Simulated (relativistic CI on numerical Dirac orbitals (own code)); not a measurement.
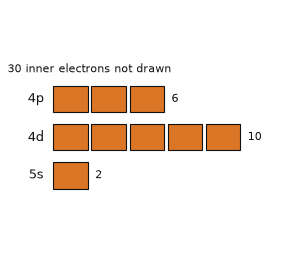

Fig. 1: The outer shells of the leading configuration of the lowest level: a box for each of the 2l + 1 orbitals, shaded by the share of the shell that is filled, with the electron count at the right.

## Relativistic CI calculation, with input and output: In⁺

System: In⁺.
Method: Dirac-Coulomb-Breit CI, KLI orbitals optimised for each configuration, model QED (radiative potential, 1s self-energy scaled to tabulated hydrogen-like ionisation energies), valence Slater integrals scaled by 0.85, P86 correlation estimate, and configurations built on the next ion tied to the tabulated ionisation energy (semi-empirical) (relativistic CI on numerical Dirac orbitals, in-house).

### The input
```
atom In  Z=49  charge=1  electrons=48
nucleus A=115  rms_radius_fm=4.6156
hamiltonian dirac-coulomb  breit=on  qed=on  c_scale=1
orbitals kli  potential=per-configuration
slater_scale 0.85
correlation anchor
mixing on
configurations
  [Kr] 4d10 5s2
  [Kr] 4d10 5s 5p
  [Kr] 4d10 5s 6s
  [Kr] 4d10 5p2
  [Kr] 4d10 5s 5d
  [Kr] 4d10 5s 6p
  [Kr] 4d10 5s 6d
  [Kr] 4d10 5s 7s
  [Kr] 4d10 5s 5f
  [Kr] 4d10 5s 6f
  [Kr] 4d10 5d2
  [Kr] 4d10 4f 5s
  [Kr] 4d10 5p 5d
  [Kr] 4d10 5s 7p
  [Kr] 4d10 5s 5g
  [Kr] 4d10 5s 7d
  [Kr] 4d10 5s 7f
  [Kr] 4d10 5p 6s
end
```

Launched within a batch (the task file carries these settings):
```bash
python <driver script> task.json out
```

The program writes its results to a structured record and prints no log; tables and figures of this report are taken from that record.

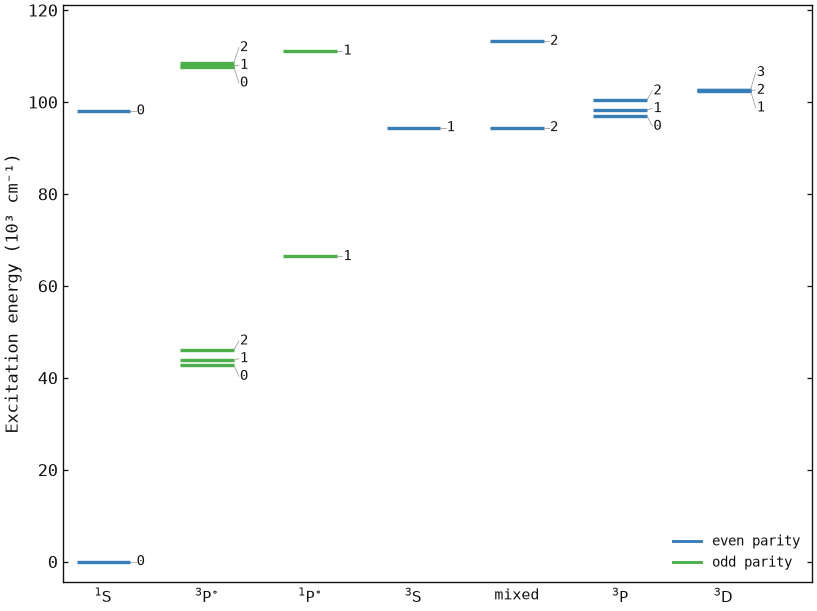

Fig. 2: Level diagram of In⁺ (indium, Z = 49). The lowest level is 5s² ¹S₀. The first excited level, 5s 5p ³P°₀, lies at 42,700 cm⁻¹. It is also the lowest level of opposite parity. The levels are close to LS coupling (mean leading weight 92 % in LS and 82 % in jj).

| Configuration | Level | E (cm⁻¹) | Landé g | Lifetime (s; – stable or not computed) |
| --- | --- | --- | --- | --- |
| 5s² | ¹S₀ | 0 | – | – |
| 5s 5p | ³P°₀ | 42,740 | – | – |
| 5s 5p | ³P°₁ | 43,760 | 1.499 | 6.5×10⁻⁷ |
| 5s 5p | ³P°₂ | 45,990 | 1.501 | 6.2×10⁰ |
| 5s 5p | ¹P°₁ | 66,380 | 1.002 | 4.4×10⁻¹⁰ |
| 5s 6s | ³S₁ | 94,420 | 2.000 | 1.2×10⁻⁹ |
| 5p² | J = 2 (even, mixed) | 94,440 | 1.015 | 3.0×10⁻⁸ |
| 5p² | ³P₀ | 96,910 | – | 7.9×10⁻¹⁰ |
| 5s 6s | ¹S₀ | 98,070 | – | 2.0×10⁻⁹ |
| 5p² | ³P₁ | 98,310 | 1.502 | 7.5×10⁻¹⁰ |
| 5p² | ³P₂ | 100,500 | 1.482 | 7.2×10⁻¹⁰ |
| 5s 5d | ³D₁ | 102,500 | 0.499 | 7.8×10⁻¹⁰ |
| 5s 5d | ³D₂ | 102,600 | 1.168 | 8.0×10⁻¹⁰ |
| 5s 5d | ³D₃ | 102,700 | 1.334 | 8.3×10⁻¹⁰ |
| 5s 6p | ³P°₀ | 107,700 | – | 1.6×10⁻⁸ |
| 5s 6p | ³P°₁ | 107,900 | 1.495 | 1.5×10⁻⁸ |
| 5s 6p | ³P°₂ | 108,400 | 1.501 | 1.4×10⁻⁸ |
| 5s 6p | ¹P°₁ | 111,100 | 1.006 | 3.2×10⁻⁹ |

### Key numbers

- outcome: converged
- lowest level: 5s² ¹S₀
- first excited level: 5s 5p ³P°₀, 42,738 cm⁻¹
- levels computed: 79
- SCF iterations: 182
- hardware: 1 CPU thread, shared host
- wall time: 2.8 s

### Remarks

Caveats: configurations built on the next ion are tied to the tabulated ionisation energy, low ones can still be off by several thousand cm⁻¹ and the others by 10000 or more; rates and lifetimes follow the computed energies and can be off by orders of magnitude; one shift a configuration: terms inside it, and wavelengths, can be off by thousands of cm⁻¹; the fine structure of a weakly bound d or f electron outside closed shells is too small or inverted; only a limited list of configurations is included, so lower levels can be missing.
